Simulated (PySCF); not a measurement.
## Single-point calculation, with input and output: C2H5GaSi (charge +1)

- system: C2H5GaSi, charge +1, multiplicity 2
- method: HF/aug-cc-pVDZ, UHF (PySCF 2.14.0)

The run did not end well. The geometry is that of the parent species in another charge or spin state. The geometry comes from this level: GFN2-xTB.

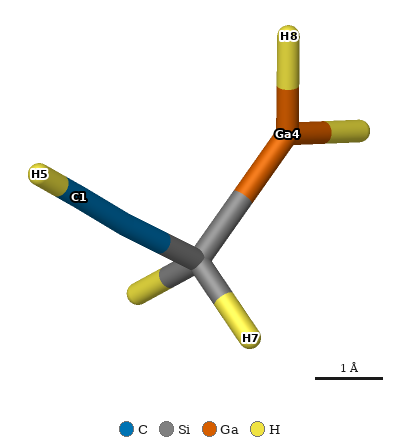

**Figure 1.** The structure (stick view, seen at a tilt; atoms are numbered from 1 in the order of the input). Sticks mark near contacts.

## The input (calc.py)
```python
from pyscf import gto, scf

mol = gto.M(
    atom='input.xyz',
    max_memory=1860,
    basis='aug-cc-pvdz',
    charge=1,
    spin=1,
    verbose=3,
)

myscf = scf.UHF(mol)
myscf.conv_tol = 1e-06
myscf.kernel()

energy = myscf.e_tot
print(f'total energy: {energy:.8f} hartree')
```

## File input.xyz
```
9

C      2.004580    -0.917610    -1.314450
C      1.318990    -0.151810    -0.688870
Si     0.196430     0.963350     0.284860
Ga    -1.814270    -0.293530     0.751020
H      2.617500    -1.576590    -1.861070
H     -0.020190     2.168490    -0.548450
H      0.957680     1.367070     1.490080
H     -2.135200    -1.825000     0.362520
H     -3.125530     0.265630     1.524370
```

Run on 1 thread of Arm Neoverse V1, 24 GiB of memory available, shared host.

Launched with:
```bash
OMP_NUM_THREADS=1 python calc.py
```

## The program's output
```
WARN: HOMO -0.248371200201877 >= LUMO -0.248371200201877

SCF not converged.
SCF energy = -2290.390077473 after 50 cycles  <S^2> = 0.87409996  2S+1 = 2.1204716
total energy: -2290.39007747 hartree
```

## What the run reported

- outcome: not converged
- total energy: −2290.390077 hartree
- basis functions: 154
- ⟨S²⟩: 0.874
- wall time: 44 s
- peak memory: 0.64 GiB

## Diagnosis

The run did not converge. Its last values are not results. The record of the run, not the program, notes: dipole of an ion depends on the origin; spin contamination.
